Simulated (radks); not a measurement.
System: the xenon ion Xe⁺, configuration [Kr] 4d10 5s2 5p5 (5p1/2: 2, 5p3/2: 3). Level of theory: Dirac Kohn-Sham, PBE, spin-unpolarised, spherical densities, finite nucleus. Computed with the in-house radial solver radks.

```
Z 54
configuration [Kr] 4d10 5s2 5p5
relativity Dirac
functional pbe,pbe
spin unpolarised
j_filling energy
nucleus finite rms 4.7859 fm
c 137.035999084
```

Wanted: the number of electrons inside radius r (solid) and the radial density 4πr²ρ (dashed).

The count levels off at 53 electrons. Half of them lie within 0.404 bohr, 90 % within 1.65 bohr and 99 % within 3.25 bohr. The radial density has minima at 0.0364, 0.155 and 0.494 bohr, where the count stands at 2.0, 11.2 and 29.0; these part the shells that the density resolves.

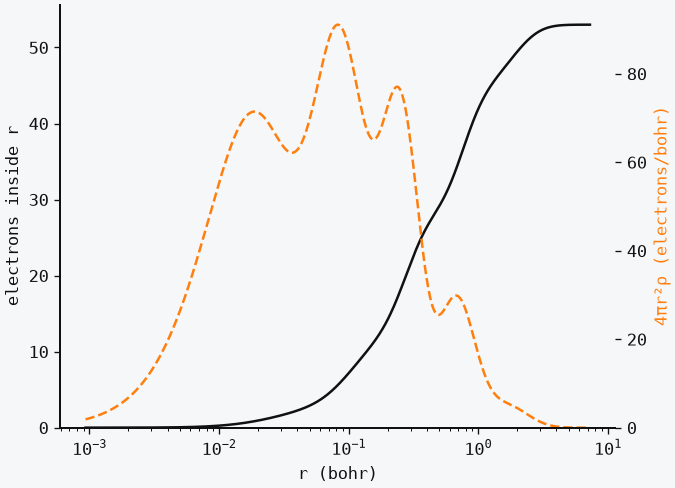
